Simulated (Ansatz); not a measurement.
# Run report: MoN$_{2}$H$_{4}$O$_{2}$, geometry relaxation (part 1 of 2)

- system: MoN$_{2}$H$_{4}$O$_{2}$
- method: RKS r2SCAN-D4/def2-SVP (Ansatz 0.2.0)

The geometry: GFN2-xTB start. Figures and captions count atoms from 1; the log counts them from 0 in places.

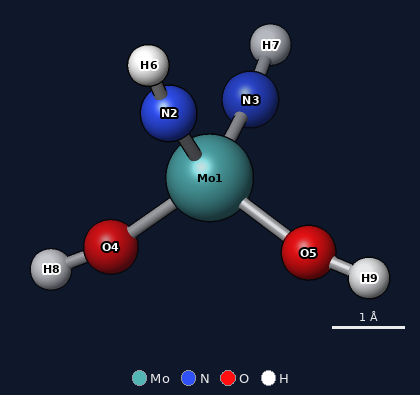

Figure 1. The starting structure (ball-and-stick view, seen at a tilt; atoms are numbered from 1 in the order of the input). Sticks mark near contacts. Bond lengths as drawn: H–N 1.01 Å, H–O 0.96 Å, Mo–N 1.74 Å and Mo–O 1.80 Å.

Key numbers

```json
{"quantity": "outcome", "value": "converged"}
{"quantity": "total energy", "value": "−8989.8952 eV"}
{"quantity": "mean-field energy", "value": "−8989.8421 eV"}
{"quantity": "dispersion energy", "value": "−0.0531 eV"}
{"quantity": "SCF solution under orbital rotations", "value": "stable"}
{"quantity": "HOMO", "value": "−6.49 eV"}
{"quantity": "LUMO", "value": "−1.85 eV"}
{"quantity": "largest force (length of the vector) at the end", "value": "0.010 eV/Å"}
{"quantity": "dipole moment", "value": "1.34 D"}
{"quantity": "hardware", "value": "2 threads of Intel Xeon @ 2.50GHz, 163 GiB of memory available, shared host"}
{"quantity": "wall time", "value": "79 s (CPU time 2.5 min)"}
{"quantity": "peak memory", "value": "0.2 GiB"}
```

Input
```yaml
crystal:
  periodic: [false, false, false]
  atoms:
    - {symbol: Mo, position_ang: [-0.069110, -0.014480, -0.041350]}
    - {symbol: N, position_ang: [0.031730, 0.125210, 1.686150]}
    - {symbol: N, position_ang: [1.499630, 0.215070, -0.748570]}
    - {symbol: O, position_ang: [-1.173520, 1.270970, -0.659150]}
    - {symbol: O, position_ang: [-0.646430, -1.674050, -0.452250]}
    - {symbol: H, position_ang: [0.265650, 0.232310, 2.663710]}
    - {symbol: H, position_ang: [2.467770, 0.374080, -0.991640]}
    - {symbol: H, position_ang: [-1.626320, 2.090310, -0.871410]}
    - {symbol: H, position_ang: [-0.749400, -2.619420, -0.585490]}
basis:
  gaussian: {orbitals: def2-SVP}
hamiltonian: {xc: r2scan, dispersion: d4}
scf: {omitted_lower_state_checks: [starts]}
output: {orbitals: {seedname: orbitals}}
relax: {f_tol: 0.02, max_steps: 100}
```

Launched with:
```bash
ansatz run in.yaml --threads 2 --pin off --events-out ev --progress --plain --max-ram 4352MiB
```

Output
```
Functional definition: r2SCAN
  name "r2SCAN"
  cite "Furness, Kaplan, Ning, Perdew & Sun, J. Phys. Chem. Lett. 11, 8208 (2020) doi:10.1021/acs.jpclett.0c02405"
  cite "Furness, Kaplan, Ning, Perdew & Sun, J. Phys. Chem. Lett. 11, 9248 (2020) doi:10.1021/acs.jpclett.0c03077"
  parent r2scan
  parameter k0 = 0.174
  parameter k1 = 0.065
  parameter a1 = 4.9479
  exchange = r2scan_x(k0 = k0, k1 = k1, a1 = a1)
  correlation = r2scan_c
these checks for a lower state are left out or cut short: starts
1165 factors; their error is unknown
mean field evaluation 1: about -8965.9288 eV, gradient 1.1e2 eV
mean field evaluation 2: about -8758.2934 eV, gradient 2.7e2 eV
mean field evaluation 4: about -8988.5565 eV, gradient 2.1e1 eV
mean field evaluation 8: about -8989.3425 eV, gradient 2.0e-1 eV
mean field evaluation 16: about -8989.3064 eV, gradient 5.9e-4 eV
mean field -8989.30643112 eV, -330.3509181728 hartree, gradient 1.2e-5 eV, S^2 0.000000; 0 other end points of the search recorded, 0 dependent functions left out
the calculation of the forces begins
reference -8989.30645743 eV, -330.3509191399 hartree; 24, 24 occupied and 83, 83 virtual orbitals, 1165 factors
relax step   1: F+E_penalty+E_count = -8989.36029587 eV  Δ(F+E_penalty+E_count) = +0.000e0 eV  max|allowed force component| = 2.240e0 eV/Å  Δτ_max = 0.0000 Å  (31 SCF iters, accepted)
these checks for a lower state are left out or cut short: starts, cluster_reference, orbital_swaps, neighbouring_geometries, increment
1165 factors; their error is unknown
mean field -8989.44665770 eV, -330.3560714046 hartree, gradient 9.7e-6 eV, S^2 0.000000; 0 other end points of the search recorded, 0 dependent functions left out
[... from here on the field's lines of each further geometry are left out, up to the last ...]
relax step   2: F+E_penalty+E_count = -8989.50000112 eV  Δ(F+E_penalty+E_count) = -1.397e-1 eV  max|allowed force component| = 6.900e-1 eV/Å  Δτ_max = 0.0524 Å  (33 SCF iters, accepted)
relax step   3: F+E_penalty+E_count = -8989.62660717 eV  Δ(F+E_penalty+E_count) = -1.266e-1 eV  max|allowed force component| = 3.973e-1 eV/Å  Δτ_max = 0.1228 Å  (32 SCF iters, accepted)
relax step   4: F+E_penalty+E_count = -8989.50467047 eV  Δ(F+E_penalty+E_count) = +1.219e-1 eV  max|allowed force component| = 3.150e0 eV/Å  Δτ_max = 0.1951 Å  (38 SCF iters, rejected (line search))
relax step   5: F+E_penalty+E_count = -8989.71835626 eV  Δ(F+E_penalty+E_count) = -9.175e-2 eV  max|allowed force component| = 3.152e-1 eV/Å  Δτ_max = 0.0975 Å  (32 SCF iters, accepted)
relax step   6: F+E_penalty+E_count = -8989.77962806 eV  Δ(F+E_penalty+E_count) = -6.127e-2 eV  max|allowed force component| = 1.294e-1 eV/Å  Δτ_max = 0.1000 Å  (33 SCF iters, accepted)
relax step   7: F+E_penalty+E_count = -8989.79732537 eV  Δ(F+E_penalty+E_count) = -1.770e-2 eV  max|allowed force component| = 1.384e-1 eV/Å  Δτ_max = 0.0937 Å  (33 SCF iters, accepted)
relax step   8: F+E_penalty+E_count = -8989.80960124 eV  Δ(F+E_penalty+E_count) = -1.228e-2 eV  max|allowed force component| = 2.563e-1 eV/Å  Δτ_max = 0.0985 Å  (33 SCF iters, accepted)
relax step   9: F+E_penalty+E_count = -8989.83951590 eV  Δ(F+E_penalty+E_count) = -2.991e-2 eV  max|allowed force component| = 1.568e-1 eV/Å  Δτ_max = 0.1594 Å  (40 SCF iters, accepted)
relax step  10: F+E_penalty+E_count = -8989.83496119 eV  Δ(F+E_penalty+E_count) = +4.555e-3 eV  max|allowed force component| = 8.733e-1 eV/Å  Δτ_max = 0.0965 Å  (33 SCF iters, rejected (line search))
relax step  11: F+E_penalty+E_count = -8989.85186037 eV  Δ(F+E_penalty+E_count) = -1.234e-2 eV  max|allowed force component| = 8.242e-2 eV/Å  Δτ_max = 0.0472 Å  (32 SCF iters, accepted)
relax step  12: F+E_penalty+E_count = -8989.86775110 eV  Δ(F+E_penalty+E_count) = -1.589e-2 eV  max|allowed force component| = 2.794e-1 eV/Å  Δτ_max = 0.1000 Å  (32 SCF iters, accepted)
relax step  13: F+E_penalty+E_count = -8989.88698707 eV  Δ(F+E_penalty+E_count) = -1.924e-2 eV  max|allowed force component| = 1.174e-1 eV/Å  Δτ_max = 0.1500 Å  (41 SCF iters, accepted)
relax step  14: F+E_penalty+E_count = -8989.89389671 eV  Δ(F+E_penalty+E_count) = -6.910e-3 eV  max|allowed force component| = 7.567e-2 eV/Å  Δτ_max = 0.1210 Å  (32 SCF iters, accepted)
relax step  15: F+E_penalty+E_count = -8989.89492138 eV  Δ(F+E_penalty+E_count) = -1.025e-3 eV  max|allowed force component| = 4.657e-2 eV/Å  Δτ_max = 0.0156 Å  (36 SCF iters, accepted)
relax step  16: F+E_penalty+E_count = -8989.89500026 eV  Δ(F+E_penalty+E_count) = -7.888e-5 eV  max|allowed force component| = 4.872e-2 eV/Å  Δτ_max = 0.0268 Å  (34 SCF iters, accepted)
the calculation of the forces begins
reference -8989.84208106 eV, -330.3706029450 hartree; 24, 24 occupied and 83, 83 virtual orbitals, 1165 factors
relax step  17: F+E_penalty+E_count = -8989.89515994 eV  Δ(F+E_penalty+E_count) = -1.597e-4 eV  max|allowed force component| = 9.920e-3 eV/Å  Δτ_max = 0.0101 Å  (35 SCF iters, accepted)
```

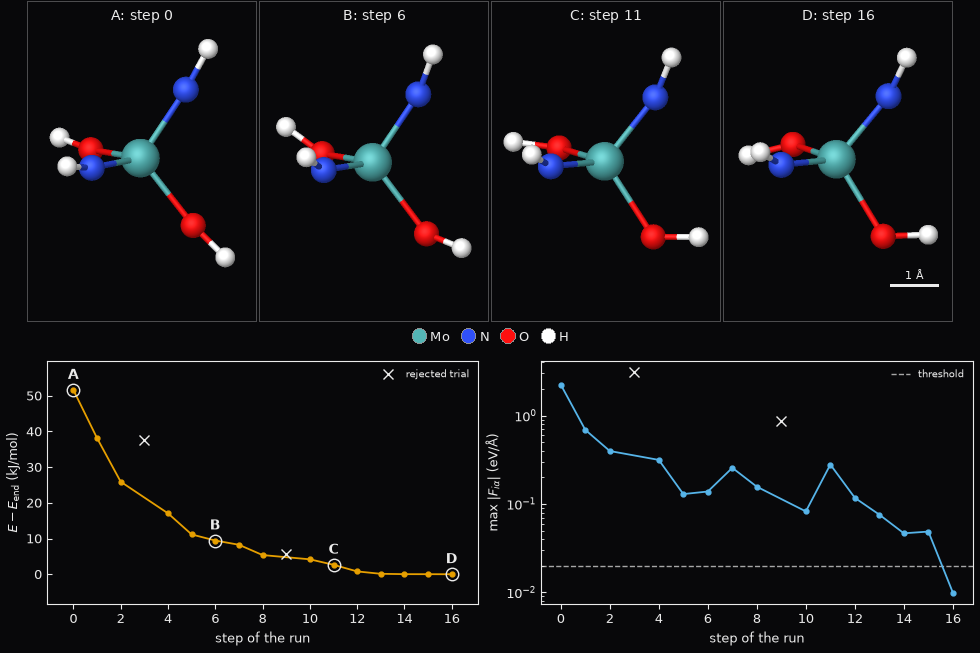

Figure 2. Frames of the relaxation (ball-and-stick view, seen at an oblique angle) above the curves, on which the letters mark them (the first geometry is step 0 here and step 1 in the log).

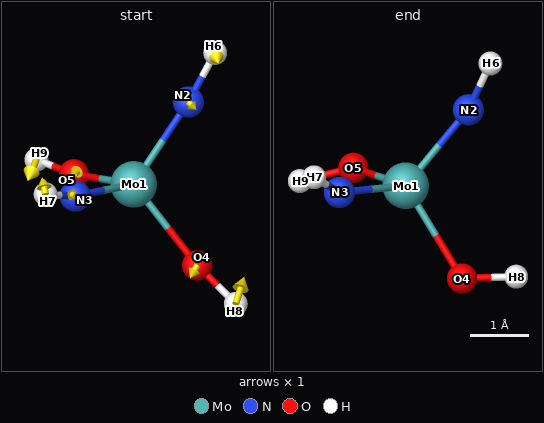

Figure 3. Before (left) and after (right) the relaxation, at one scale (ball-and-stick view, seen at an oblique angle). The yellow arrows give the displacements, at true length. After 16 geometry steps the energy has fallen by 51.6 kJ/mol. The largest force component goes from 2.2 to 0.0099 eV/Å. The line search rejected the trial steps at points 3, 9 (counted from 0) and went back. The largest moves after the best rigid fit, 0.56 Å, are those of H8 and H9. By element the largest moves are H 0.56 Å, O 0.27 Å, N 0.20 Å, Mo 0.04 Å. Among the contacts that change: Mo1–O4 1.804 → 1.897 Å, N2–H6 1.011 → 1.019 Å, O4–H8 0.960 → 0.967 Å. Among the angles that change: Mo1–O4–H8 166.6° → 118.8°, Mo1–O5–H9 166.2° → 118.8°, Mo1–N3–H7 169.8° → 155.7°. (Atoms are counted from 1 in the order of the input.)

```
these checks for a lower state are left out or cut short: starts
1165 factors; their error is unknown
mean field -8989.84205376 eV, -330.3706019419 hartree, gradient 2.0e-5 eV, S^2 0.000000; 0 other end points of the search recorded, 0 dependent functions left out
the calculation of the forces begins
reference -8989.84208106 eV, -330.3706029450 hartree; 24, 24 occupied and 83, 83 virtual orbitals, 1165 factors
Total energy: -8989.89518723 eV, -330.3725545610 hartree
Atom 0 at    -0.101474    -0.022574    -0.062104 Å, force     0.007707     0.001651     0.004851 eV/Å
Atom 1 at    -0.055284     0.316360     1.640657 Å, force    -0.001202    -0.001828    -0.009920 eV/Å
Atom 2 at     1.486516     0.001624    -0.765027 Å, force    -0.009556    -0.000454     0.003273 eV/Å
Atom 3 at    -1.126313     1.314232    -0.934382 Å, force     0.001819     0.001469    -0.002401 eV/Å
Atom 4 at    -0.848834    -1.753107    -0.274065 Å, force    -0.000862    -0.001231     0.003028 eV/Å
Atom 5 at     0.387971     0.529931     2.533266 Å, force     0.000650     0.000456     0.002036 eV/Å
Atom 6 at     2.499772     0.111848    -0.766493 Å, force     0.002206     0.000045    -0.000333 eV/Å
Atom 7 at    -1.751437     1.836671    -0.413192 Å, force    -0.002455     0.002799     0.002009 eV/Å
Atom 8 at    -0.490917    -2.334986    -0.958661 Å, force     0.001692    -0.002906    -0.002543 eV/Å
Dipole moment:     0.233752     0.051951     0.143029 e Å
Checks for a lower state left out: starts
```

Trajectory as extended XYZ (Å, eV, eV/Å), 17 frames, from step=1 to step=17
```
9
Properties=species:S:1:pos:R:3:forces:R:3 step=1 energy=-8989.36030
Mo   -0.0691   -0.0145   -0.0413    2.2405   0.4712   1.3647
N     0.0317    0.1252    1.6862   -0.4031  -0.0819  -0.0766
N     1.4996    0.2151   -0.7486   -0.2583  -0.0617  -0.3246
O    -1.1735    1.2710   -0.6592   -1.5266   1.1469  -0.9064
O    -0.6464   -1.6741   -0.4522   -1.0384  -1.7126  -0.6563
H     0.2656    0.2323    2.6637    0.3031   0.0658   0.1687
H     2.4678    0.3741   -0.9916    0.2922   0.0666   0.1923
H    -1.6263    2.0903   -0.8714    0.1850   0.0557   0.1283
H    -0.7494   -2.6194   -0.5855    0.2056   0.0499   0.1100
9
Properties=species:S:1:pos:R:3:forces:R:3 step=2 energy=-8989.50000
Mo   -0.0543   -0.0118   -0.0326    0.6900   0.1529   0.4211
N     0.0463    0.1266    1.6964   -0.2858  -0.0601  -0.1100
N     1.5152    0.2203   -0.7407   -0.2287  -0.0570  -0.2059
O    -1.2112    1.2765   -0.6818   -0.4668  -0.0109  -0.3131
O    -0.6798   -1.6956   -0.4727   -0.4630  -0.1967  -0.2504
H     0.3166    0.2419    2.6685    0.2263   0.0387  -0.0097
H     2.4959    0.3828   -0.9483    0.0961   0.0336   0.2067
H    -1.6550    2.1008   -0.8893    0.1952   0.1114   0.1408
H    -0.7736   -2.6416   -0.5996    0.2368  -0.0120   0.1204
9
Properties=species:S:1:pos:R:3:forces:R:3 step=3 energy=-8989.62661
Mo   -0.0939   -0.0204   -0.0567    0.1723   0.0342   0.1042
N     0.0053    0.1172    1.6708   -0.0298   0.0009  -0.0407
N     1.4736    0.2111   -0.7658   -0.0475  -0.0166  -0.0076
O    -1.2571    1.2808   -0.7118   -0.2663  -0.3519  -0.2059
O    -0.7223   -1.7199   -0.4961   -0.3973   0.2043  -0.1941
H     0.3691    0.2473    2.6115    0.1166   0.0188  -0.0017
H     2.4699    0.3829   -0.8750    0.0515   0.0187   0.1053
H    -1.5738    2.1753   -0.8352    0.1542   0.2306   0.1276
H    -0.6708   -2.6744   -0.5416    0.2463  -0.1390   0.1130
```
